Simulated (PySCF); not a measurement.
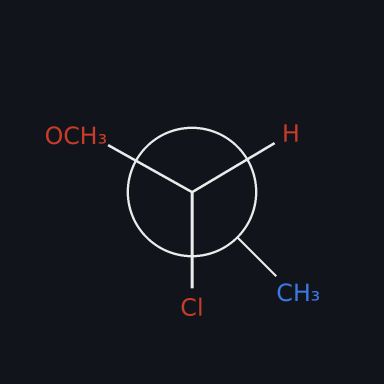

A Newman projection along the Si–O bond, silicon in front; angles are drawn as computed, but eclipsed bonds slightly apart. The geometry was computed by an optimisation with PBE0-D3(BJ)/def2-SVP. No frequency run is at hand to confirm it as a minimum.

**Which molecule is it?**

C2H7ClO2Si, CO[SiH](Cl)OC

**What is the torsion angle from the front Cl to the back CH3? The sign is positive where the front bond must turn clockwise to cover the back bond.**

−45°, synclinal (gauche).
